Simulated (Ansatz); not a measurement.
# ZrNb3C4: where the electrons are

For ZrNb3C4 at its listed geometry, this session asks how the density differs from that of free atoms, which states sit where, how the density follows a moved atom, how expansion changes the bonding charge and how the functional moves the density.

Program: Ansatz 0.2.0. Level of theory: DFT PBEsol, scalar-relativistic, plane waves, PAW. These are calculated values, not measurements.

### Step 1. The starting structure

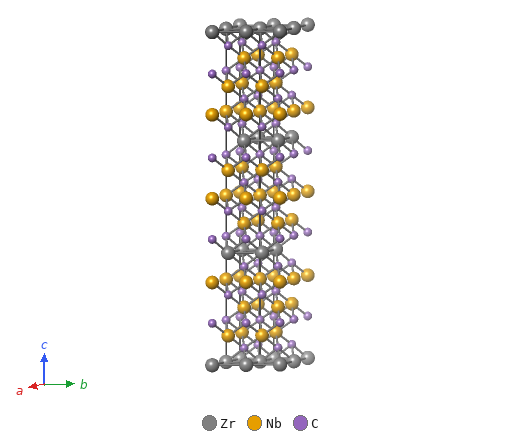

Start, viewed slightly off an axis; zirconium grey, niobium amber, carbon purple. 2×2×1 cells are drawn. Atoms on the faces are drawn again on the opposite ones. The cell drawn here is the conventional one, which holds 3 of the cells typed in the input.

Structure file:

```
CELL_PARAMETERS angstrom
-1.60941 2.78759 0.00000
-3.21883 0.00000 0.00000
-1.60941 0.92920 10.55004
ATOMIC_POSITIONS crystal
Zr 0.00000 0.00000 0.00000
Nb 0.75174 0.75174 0.74479
Nb 0.50000 0.50000 0.50000
Nb 0.24826 0.24826 0.25521
C 0.62229 0.62229 0.13313
C 0.87423 0.87423 0.37732
C 0.37771 0.37771 0.86687
C 0.12577 0.12577 0.62268
```

The structure comes from the Materials Project (structure only).

### Step 2. The base run

Contents of input.yaml:

```yaml
crystal:
  lattice:
    - [-1.6094149953, 2.7875885424, 0.0]
    - [-3.2188299906, 0.0, 0.0]
    - [-1.6094149953, 0.9291961808, 10.5500353503]
  atoms:
    - { symbol: Zr, position: [0.0, 0.0, 0.0] }
    - { symbol: Nb, position: [0.751735, 0.751735, 0.744795] }
    - { symbol: Nb, position: [0.5, 0.5, 0.5] }
    - { symbol: Nb, position: [0.248265, 0.248265, 0.255205] }
    - { symbol: C, position: [0.622289, 0.622289, 0.133133] }
    - { symbol: C, position: [0.874228, 0.874228, 0.377316] }
    - { symbol: C, position: [0.377711, 0.377711, 0.866867] }
    - { symbol: C, position: [0.125772, 0.125772, 0.622684] }
basis:
  ecutwfc: 420
  fft_grid_basis: typed
kpoints:
  mp_grid: { grid: [12, 12, 12] }
hamiltonian:
  xc: pbesol
scf:
  occupations: { method: gaussian, width: 0.05 }
output:
  forces: true
  stress: true
  eigenvalues: true
  bader: true
  write_density: true
  volumetric_format: npy
  elf: true
```

Launch:

```sh
$ ansatz run input.yaml --threads 2 --pin off --max-ram 4096MiB --backend cpu --events-out ev --progress --plain --runs-dir out
```

The program printed, cut to the lines that bear on the results:

```text
Warning: RAYON_NUM_THREADS=2 ignored (pool sized by the plan → 2); use --threads N
[...]
Pseudopotentials: kind: paw
Pseudopotential: Zr, paw, valence charge 12, recommended cutoff 420 eV (normal), Zr.paw.azcp
Pseudopotential: Nb, paw, valence charge 13, recommended cutoff 420 eV (normal), Nb.paw.azcp
Pseudopotential: C, paw, valence charge 4, recommended cutoff 420 eV (normal), C.paw.azcp
Functional definition: PBEsol
[...]
Crystal: 8 atoms, lattice volume = 94.663 Å³
Basis set: ecut = 420 eV, 1877 PW (Γ), exchange–correlation on 48×48×144 points (8 copies of the dense FFT grid, shifted against one another)
Bands: 42, of which v1, the nominal top of the filled ones, is band 34 counted from 1 (33 counted from 0)
Symmetry: 12 space group operations
Space group: R-3m (ITA 166), of the structure as read, at distance tolerance 4.6e-5 Å
k-points: 189 of 1728
[...]
SCF iter   1: F=—  HF=-18607.302420 eV  |F-HF|=—  |Δ(HF+E_count)|=         —  Δρ=5.67e-3  dr2=3.24e-2  ethr=1.77e-3  ⟨swp⟩=4.7  Hψ=30481  notcnv=0  defer=17
[...]
SCF iter   6: F=-18607.294165 eV  HF=-18607.294165 eV  |F-HF|=7.19e-9  |Δ(HF+E_count)|=   2.01e-8  Δρ=2.08e-6  dr2=9.73e-9  ethr=1.49e-10  ⟨swp⟩=7.7  Hψ=30574  notcnv=0
[...]
SCF converged after 6 iterations
Free energy (F): -18607.294165 eV
[...]
E sigma→0 (E₀):  -18607.292057 eV
Entropy (-TS):   -0.004217 eV (-0.527 meV/atom)
Fermi energy:    17.306976 eV
[...]
--- Forces (eV/Å), atoms counted from 1 ---
  atom   1  Zr     0.00000000    -0.00000000     0.00000000
  atom   2  Nb     0.00000000    -0.00000000    -0.03545836
  atom   3  Nb    -0.00000000    -0.00000000     0.00000000
  atom   4  Nb     0.00000000     0.00000000     0.03545836
  atom   5  C      0.00000000     0.00000000     0.06075035
  atom   6  C      0.00000000     0.00000000     0.01920453
  atom   7  C     -0.00000000    -0.00000000    -0.06075035
  atom   8  C     -0.00000000    -0.00000000    -0.01920453
[...]
--- Stress (GPa, compression-positive) ---
      -10.202440       0.000000       0.000000
        0.000000     -10.202440       0.000000
        0.000000       0.000000     -10.806620
  P = ⅓ Tr σ = -10.4038 GPa (-104.038 kbar)
--- Band table (eV; the first three rows and the last of 189) ---
[...]
--- Bader charges: 8 sites ---
  site symbol  charge [e]  shift [e]
     0     Zr      1.8396     0.0014
     1     Nb      1.7278     0.0016
     2     Nb      1.7176     0.0016
     3     Nb      1.7278     0.0016
     4      C     -1.7890     0.0015
     5      C     -1.7173     0.0016
     6      C     -1.7891     0.0015
     7      C     -1.7173     0.0016
  estimated error of the sums over rays = 6.8e-4 e
```

Wall time 45 s (2 threads of Arm Neoverse V2, shared host); peak memory 0.75 GiB.

### Step 3. Density, ELF and deformation density

Axes a, b and c in the maps are those of this run's conventional cell (a, b, c = 3.219, 3.219, 31.650 Å).

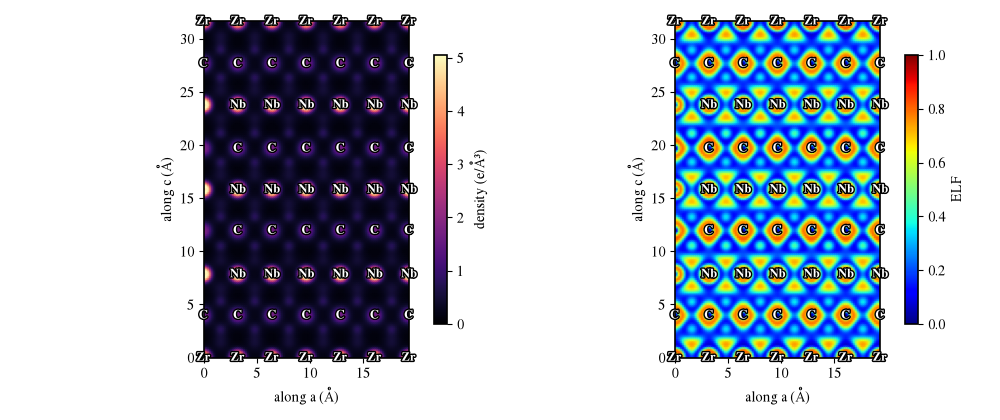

Density (left) and ELF (right) in the ac plane at y = 0.000 (fractional), which holds Zr and Nb and C. Only atoms in the plane are labelled. Both are smooth fields of the valence electrons: close to the nuclei they are not physical.

The highest ELF values outside the cores: 0.82 in the shell around C, 0.7 Å from C; 0.82 beside C, off the lines to its neighbours, 0.8 Å from C.

The reference for the deformation density is the superposition of neutral spherical atoms (taken from a run stopped after its first cycle, not shown).

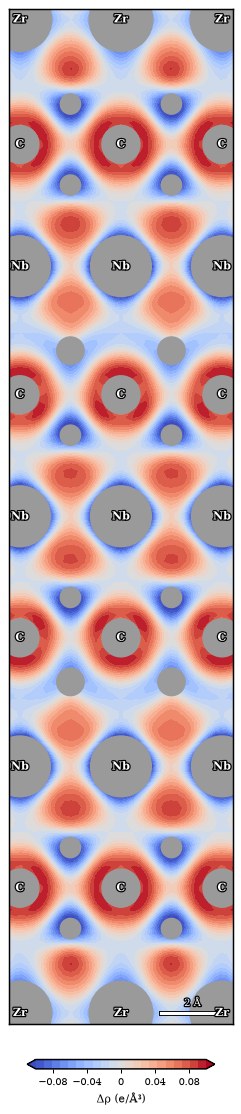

Bonding charge density, ρ(crystal) − Σ ρ(neutral atoms): a map on the (010) plane of the conventional cell, with grey discs over the atomic cores.

**Describe the bonding charge.**

C–Nb (2.26 Å): Δρ is +0.04 e/Å³ at the midpoint. C–Zr (2.33 Å): Δρ is +0.04 e/Å³ at the midpoint. Zr–Zr (3.22 Å): Δρ is −0.01 e/Å³ at the midpoint. Outside the cores the largest gain is 0.11 e/Å³, at the edge of the C core regions, and the largest loss 0.12 e/Å³, at the edge of the Nb core regions. The rearranged charge, half the integral of |Δρ|, is about 0.30 e an atom. Bader charges: Zr +1.84, Nb +1.72 and C −1.79 to −1.72 e.

### Step 4. Densities by energy window

The windows are set from the levels of the base run, in eV from its Fermi level.

input.yaml: that of step 2 with these lines changed.

```diff
@@ -23,9 +23,27 @@
   occupations: { method: gaussian, width: 0.05 }
+  n_extra_bands: 8
 output:
   forces: true
-  stress: true
+  stress: false
   eigenvalues: true
-  bader: true
-  write_density: true
+  bader: false
+  write_density: false
   volumetric_format: npy
-  elf: true
+  band_densities:
+    - { e_range: [-0.25, 0.25] }
+    - { e_range: [-1.2, 0.0] }
+    - { e_range: [-7.07, -4.7] }
+    - { e_range: [-4.7, -2.35] }
+    - { e_range: [-12.97, -9.3] }
+    - { e_range: [-27.12, -26.21] }
+  dos:
+    e_range: [-30, 8]
+    de: 0.02
+    method: { smearing: { sigma: 0.03, scheme: gaussian } }
+    projected: { site_lists: { C: [C], Nb: [Nb], Zr: [Zr] } }
+checkpoint:
+  read: start.run
+  write: ck
+  compress: false
+  write_wavefunctions: false
+  write_every: 100000
```

Launch:

```sh
$ ansatz run input.yaml --threads 2 --pin off --max-ram 4096MiB --backend cpu --events-out ev --progress --plain --runs-dir out
```

The program printed, cut to the lines that bear on the results:

```text
Warning: RAYON_NUM_THREADS=2 ignored (pool sized by the plan → 2); use --threads N
scf.n_extra_bands = 8 over 34 filled bands (N_el = 67.0): the run solves 42 bands
[...]
[... 5 set-up lines as earlier in the session ...]
[...]
Crystal: 8 atoms, lattice volume = 94.663 Å³
Basis set: ecut = 420 eV, 1877 PW (Γ), exchange–correlation on 48×48×144 points (8 copies of the dense FFT grid, shifted against one another)
Bands: 42, of which v1, the nominal top of the filled ones, is band 34 counted from 1 (33 counted from 0)
[... 2 set-up lines as earlier in the session ...]
[...]
  atom   3  Nb    -0.00000000     0.00000000     0.00000000
  atom   4  Nb    -0.00000000     0.00000000     0.03547938
  atom   5  C      0.00000000     0.00000000     0.06075176
  atom   6  C     -0.00000000     0.00000000     0.01919446
  atom   7  C     -0.00000000    -0.00000000    -0.06075176
  atom   8  C     -0.00000000    -0.00000000    -0.01919446
[...]
--- Band table (eV; the first three rows and the last of 189) ---
[...]
--- Band densities, each state counted as filled ---
  window                                       electrons  max residual (eV)  cut levels
  e_range: [-0.25, 0.25]                        1.304398             3.5e-4           0
  e_range: [-1.2, 0]                            2.840278             3.4e-6           0
  e_range: [-7.07, -4.7]                        5.643519             2.4e-6           0
  e_range: [-4.7, -2.35]                       16.729167             2.4e-6           0
  e_range: [-12.97, -9.3]                       8.000000             8.8e-7           0
  e_range: [-27.12, -26.21]                     6.000000             8.5e-8           0
```

Wall time 14 s (2 threads of Arm Neoverse V2, shared host); peak memory 0.75 GiB.

```
window (eV from the Fermi level)                                        what it holds  electrons a cell                       main Löwdin character
               −27.1 to −26.2 eV  a separate group of bands (semicore or deep states)              6.00                                Zr 4p (95 %)
                −13.0 to −9.3 eV                            a separate group of bands              8.00  C 2s (60 %), Nb 4d (20 %) and Nb 5s (10 %)
                 −7.1 to −4.7 eV         the lower third of the occupied valence band              5.64                C 2p (45 %) and Nb 4d (35 %)
                 −4.7 to −2.4 eV        the middle third of the occupied valence band             16.73  C 2p (50 %), Nb 4d (40 %) and Zr 4d (10 %)
                  −1.2 to 0.0 eV         the filled states just under the Fermi level              2.84  Nb 4d (50 %), C 2p (40 %) and Zr 4d (10 %)
               −0.25 to +0.25 eV                        the states at the Fermi level              1.30  Nb 4d (60 %), C 2p (30 %) and Zr 4d (10 %)
```

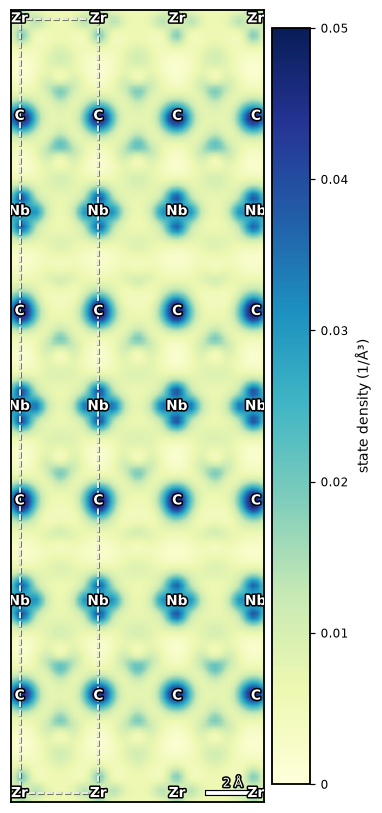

Density of the Kohn–Sham states from −1.2 to 0.0 eV about the Fermi level (the filled states just under the Fermi level), scaled to one electron a cell: a map on the (010) plane of the conventional cell.

**Which atoms and orbitals make up these states?**

Projected on a minimal set of atomic orbitals (Löwdin), they are Nb 4d (50 %), C 2p (40 %) and Zr 4d (10 %). In space (atomic cells sized by Bader volumes) the density divides as C about 50 %, Nb about 45 % and Zr about 10 %.

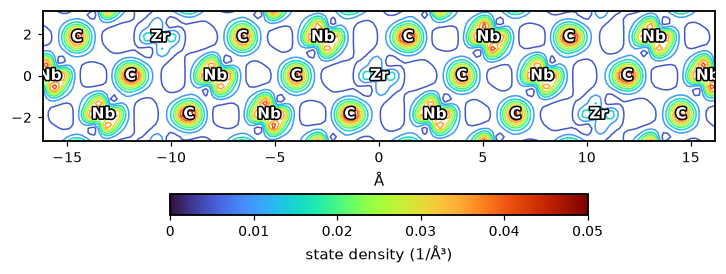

Density of the Kohn–Sham states from −1.2 to 0.0 eV about the Fermi level (the filled states just under the Fermi level), scaled to one electron a cell: a map on the (110) plane of the conventional cell.

**Describe these states.**

Löwdin projections on the PAW files' atomic orbitals give Nb 4d (50 %), C 2p (40 %) and Zr 4d (10 %). In space (atomic cells sized by Bader volumes) the density divides as C about 50 %, Nb about 45 % and Zr about 10 %.

### Step 5. Moving C6 by 0.05 Å

The shift is (0.004, -0.037, -0.033) Å; all periodic copies of the atom move with it.

input.yaml: that of step 2 with these lines changed.

```diff
@@ -11,3 +11,3 @@
     - { symbol: C, position: [0.622289, 0.622289, 0.133133] }
-    - { symbol: C, position: [0.874228, 0.874228, 0.377316] }
+    - { symbol: C, position: [0.8618624852, 0.8807032277, 0.3741915801] }
     - { symbol: C, position: [0.377711, 0.377711, 0.866867] }
@@ -30,2 +30 @@
   volumetric_format: npy
-  elf: true
```

Launch:

```sh
$ ansatz run input.yaml --threads 2 --pin off --max-ram 4096MiB --backend cpu --events-out ev --progress --plain --runs-dir out
```

The program printed, cut to the lines that bear on the results:

```text
Warning: RAYON_NUM_THREADS=2 ignored (pool sized by the plan → 2); use --threads N
[...]
[... 5 set-up lines as earlier in the session ...]
[...]
Crystal: 8 atoms, lattice volume = 94.663 Å³
Basis set: ecut = 420 eV, 1877 PW (Γ), exchange–correlation on 48×48×144 points (8 copies of the dense FFT grid, shifted against one another)
Bands: 42, of which v1, the nominal top of the filled ones, is band 34 counted from 1 (33 counted from 0)
Symmetry: 1 space group operations
Space group: P1 (ITA 1), of the structure as read, at distance tolerance 4.6e-5 Å
k-points: 868 of 1728 (time reversal used)
[...]
  atom   2  Nb     0.00221713    -0.01827916    -0.06022457
  atom   3  Nb     0.01838549    -0.15570868    -0.10933486
  atom   4  Nb     0.01852870    -0.19015801    -0.13758251
  atom   5  C      0.00449053    -0.03962222    -0.00619799
  atom   6  C     -0.04769330     0.44231852     0.48400799
  atom   7  C     -0.00031219     0.00252716    -0.06661780
  atom   8  C      0.00292895    -0.02652861    -0.08722360
[...]
--- Stress (GPa, compression-positive) ---
      -10.147177       0.003588      -0.002842
        0.003588     -10.027393       0.110951
       -0.002842       0.110951     -10.817803
  P = ⅓ Tr σ = -10.3308 GPa (-103.308 kbar)
--- Band table (eV; the first three rows and the last of 868) ---
[...]
--- Bader charges: 8 sites ---
  site symbol  charge [e]  shift [e]
     0     Zr      1.8392     0.0014
     1     Nb      1.7284     0.0016
     2     Nb      1.7063     0.0016
     3     Nb      1.7375     0.0015
     4      C     -1.7848     0.0015
     5      C     -1.7162     0.0016
     6      C     -1.7891     0.0015
     7      C     -1.7213     0.0016
  estimated error of the sums over rays = 6.0e-4 e
```

Wall time 2.2 min (2 threads of Arm Neoverse V2, shared host); peak memory 2.3 GiB.

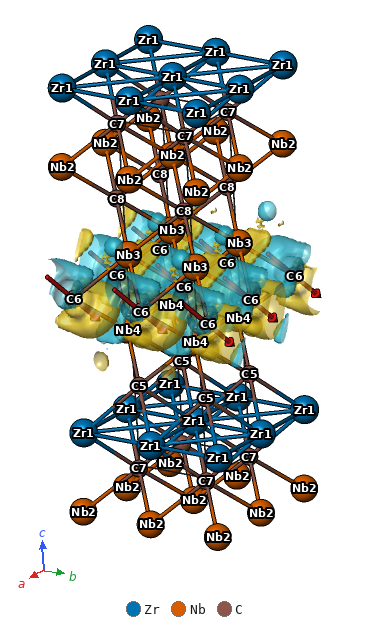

C6 was moved by 0.05 Å roughly along [−2 1 −1] (arrow, not to scale). Change of the density less the rigid motion of the neutral atom's own density: yellow surfaces at +0.004 and cyan ones at −0.004 e/Å³, in the cell of the calculation (origin moved) seen slightly off an axis.

**Describe the electronic response.**

About 0.05 e is rearranged in the cell. The largest gain outside the cores, 0.02 e/Å³, lies 1.3 Å from a Nb nucleus, and the largest loss, 0.02 e/Å³, 1.2 Å from a Nb nucleus.

**How strongly is the atom pulled back?**

The force on it changes by 0.64 eV/Å along the move, against it: a stiffness of about 13 eV/Å² for this sublattice shift.

### Step 6. The cell at 120 % of its volume

Fractional coordinates and the k mesh are kept.

input.yaml: that of step 2 with these lines changed.

```diff
@@ -2,5 +2,5 @@
   lattice:
-    - [-1.6094149953, 2.7875885424, 0.0]
-    - [-3.2188299906, 0.0, 0.0]
-    - [-1.6094149953, 0.9291961808, 10.5500353503]
+    - [-1.7102586361, 2.9622548519, 0.0]
+    - [-3.4205172723, 0.0, 0.0]
+    - [-1.7102586361, 0.987418284, 11.2110854702]
   atoms:
```

Launch:

```sh
$ ansatz run input.yaml --threads 2 --pin off --max-ram 4096MiB --backend cpu --events-out ev --progress --plain --runs-dir out
```

The program printed, cut to the lines that bear on the results:

```text
Warning: RAYON_NUM_THREADS=2 ignored (pool sized by the plan → 2); use --threads N
[...]
[... 5 set-up lines as earlier in the session ...]
[...]
Crystal: 8 atoms, lattice volume = 113.596 Å³
Basis set: ecut = 420 eV, 2233 PW (Γ), exchange–correlation on 48×48×160 points (8 copies of the dense FFT grid, shifted against one another)
Bands: 42, of which v1, the nominal top of the filled ones, is band 34 counted from 1 (33 counted from 0)
[... 1 set-up line as earlier in the session ...]
Space group: R-3m (ITA 166), of the structure as read, at distance tolerance 4.8e-5 Å
k-points: 189 of 1728
[...]
  atom   2  Nb    -0.00000000    -0.00000000    -0.09731302
  atom   3  Nb    -0.00000000    -0.00000000     0.00000000
  atom   4  Nb     0.00000000     0.00000000     0.09731302
  atom   5  C      0.00000000     0.00000000     0.12845295
  atom   6  C      0.00000000     0.00000000     0.01956455
  atom   7  C     -0.00000000    -0.00000000    -0.12845295
  atom   8  C     -0.00000000    -0.00000000    -0.01956455
[...]
--- Stress (GPa, compression-positive) ---
      -40.968153       0.000000      -0.000000
        0.000000     -40.968153      -0.000000
       -0.000000      -0.000000     -41.605954
  P = ⅓ Tr σ = -41.1808 GPa (-411.808 kbar)
--- Band table (eV; the first three rows and the last of 189) ---
[...]
--- Bader charges: 8 sites ---
  site symbol  charge [e]  shift [e]
     0     Zr      1.8842     0.0010
     1     Nb      1.7077     0.0013
     2     Nb      1.7004     0.0013
     3     Nb      1.7076     0.0013
     4      C     -1.7981     0.0012
     5      C     -1.7019     0.0013
     6      C     -1.7981     0.0012
     7      C     -1.7019     0.0013
  estimated error of the sums over rays = 7.0e-4 e
```

Run time: 39 s. Hardware: 2 threads of Arm Neoverse V2, shared host; peak memory 0.83 GiB.

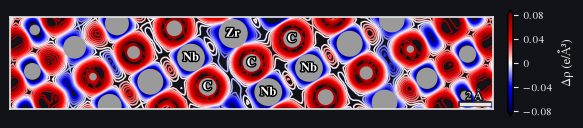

Density of the crystal less the sum of free-atom densities: a map on the (111) plane of the conventional cell, with grey discs over the atomic cores.

**Where does charge go when the atoms form this crystal?**

C–Nb (2.40 Å): Δρ is +0.05 e/Å³ at the midpoint.
C–Zr (2.48 Å): Δρ is +0.04 e/Å³ at the midpoint.
Outside the cores the largest gain is 0.1 e/Å³, 0.9 Å from a C nucleus, and the largest loss 0.11 e/Å³, at the edge of the Nb core regions.
The rearranged charge, half the integral of |Δρ|, is about 0.30 e an atom.
Bader charges: Zr +1.88, Nb +1.71 and C −1.80 to −1.70 e.

### Step 7. The same cell with LDA

input.yaml: that of step 2 with these lines changed.

```diff
@@ -20,3 +20,3 @@
 hamiltonian:
-  xc: pbesol
+  xc: lda
 scf:
@@ -30,2 +30 @@
   volumetric_format: npy
-  elf: true
```

Launch:

```sh
$ ansatz run input.yaml --threads 2 --pin off --max-ram 4096MiB --backend cpu --events-out ev --progress --plain --runs-dir out
```

The program printed, cut to the lines that bear on the results:

```text
Warning: RAYON_NUM_THREADS=2 ignored (pool sized by the plan → 2); use --threads N
[...]
[... 4 set-up lines as earlier in the session ...]
Functional definition: SPW92
[...]
Crystal: 8 atoms, lattice volume = 94.663 Å³
Basis set: ecut = 420 eV, 1877 PW (Γ)
Bands: 42, of which v1, the nominal top of the filled ones, is band 34 counted from 1 (33 counted from 0)
[... 2 set-up lines as earlier in the session ...]
k-points: 189 of 1728
[...]
SCF iter   1: F=—  HF=-18382.688930 eV  |F-HF|=—  |Δ(HF+E_count)|=         —  Δρ=5.77e-3  dr2=1.20e-2  ethr=1.77e-3  ⟨swp⟩=4.7  Hψ=30567  notcnv=0  defer=16
[...]
  atom   2  Nb     0.00000000    -0.00000000    -0.03433101
  atom   3  Nb    -0.00000000     0.00000000     0.00000000
  atom   4  Nb     0.00000000     0.00000000     0.03433101
  atom   5  C      0.00000000     0.00000000     0.07612803
  atom   6  C      0.00000000     0.00000000     0.01787541
  atom   7  C     -0.00000000    -0.00000000    -0.07612803
  atom   8  C      0.00000000    -0.00000000    -0.01787541
[...]
--- Stress (GPa, compression-positive) ---
      -14.721602       0.000000       0.000000
        0.000000     -14.721602       0.000000
        0.000000       0.000000     -15.319543
  P = ⅓ Tr σ = -14.9209 GPa (-149.209 kbar)
--- Band table (eV; the first three rows and the last of 189) ---
[...]
--- Bader charges: 8 sites ---
  site symbol  charge [e]  shift [e]
     0     Zr      1.8102     0.0014
     1     Nb      1.6970     0.0016
     2     Nb      1.6868     0.0016
     3     Nb      1.6970     0.0016
     4      C     -1.7590     0.0015
     5      C     -1.6864     0.0016
     6      C     -1.7590     0.0015
     7      C     -1.6865     0.0016
  estimated error of the sums over rays = 7.2e-4 e
```

Run time: 41 s. Hardware: 2 threads of Arm Neoverse V2, shared host; peak memory 0.74 GiB.

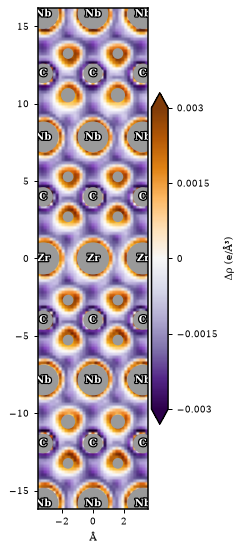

ZrNb3C4: difference of two self-consistent densities at the same geometry, ρ(LDA) − ρ(PBEsol), on the (100) plane of the conventional cell. Grey discs cover the cores, where the PAW densities can't be compared.

Both runs: Ansatz, plane waves and PAW, same cutoff and k-points.

**How does the change of level move the electrons?**

LDA has more density at the edge of the Nb core regions (up to 0.003 e/Å³) and less 0.8 Å from a C nucleus (by 0.003 e/Å³).
Bader charges are Zr +1.84, Nb +1.72 and C −1.79 to −1.72 e with PBEsol and Zr +1.81, Nb +1.69 and C −1.76 to −1.69 e with LDA.

### Step 8. Results

| quantity | value |
| --- | --- |
| gap on the mesh | none (metal) |
| pressure | -10.4 GPa |
| Bader charges | Zr +1.84, Nb +1.72 to +1.73, C -1.79 to -1.72 e |
| the states at the Fermi level | Nb 4d (60 %), C 2p (30 %) and Zr 4d (10 %) |
| stiffness against the shift of C6 | 12.8 eV/Å² |
| at 120 % volume | -41.2 GPa, gap none (metal), Bader Zr +1.88, Nb +1.70 to +1.71, C -1.80 to -1.70 e |
| with LDA | gap none (metal), -14.9 GPa, 41 s against 45 s |

What this shows: C–Nb goes from 2.26 to 2.40 Å with the volume, and the deformation density at its midpoint from +0.04 to +0.05 e/Å³. LDA has more density at the edge of the Nb core regions (up to 0.003 e/Å³) and less 0.8 Å from a C nucleus (by 0.003 e/Å³).
